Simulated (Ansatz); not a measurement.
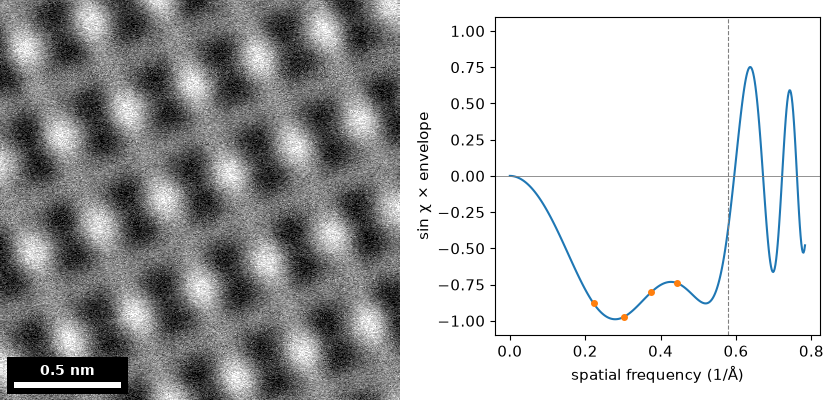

Phase-contrast TEM-like image of Mo$_{3}$P$_{2}$ (P-62m, No. 189) along [100]. Simulated in the weak-phase-object approximation with neutral-atom potentials: 300 kV, Cs = 0.60 mm, defocus −412 Å (negative is underfocus), defocus spread 30 Å, aperture 0.58 1/Å. Shot noise and a slight drift were added. Structure used: the geometry relaxed with DFT PBE, scalar-relativistic, plane waves, PAW in Ansatz; the starting structure was generated, so it need not be a known form of this composition.

The plot gives the contrast transfer function, the aperture (dashed) and the crystal's spatial frequencies that carry visible contrast (dots).

**Do the atom columns appear dark or bright, and why?**

Dark. With positive Cs and underfocus sin χ is negative over the pass band, so the strongest columns (Mo) come out darker than the background.

**What point resolution do these settings give, and which lattice spacings pass?**

About 1.7 Å (0.66 |Cs|^(1/4) λ^(3/4) with λ = 0.0197 Å). The spacings that carry visible contrast are {100} at 4.50 Å, {001} at 3.30 Å, {101} at 2.66 Å, {200} at 2.25 Å. Columns 1.34 Å apart are closer than that and merge.
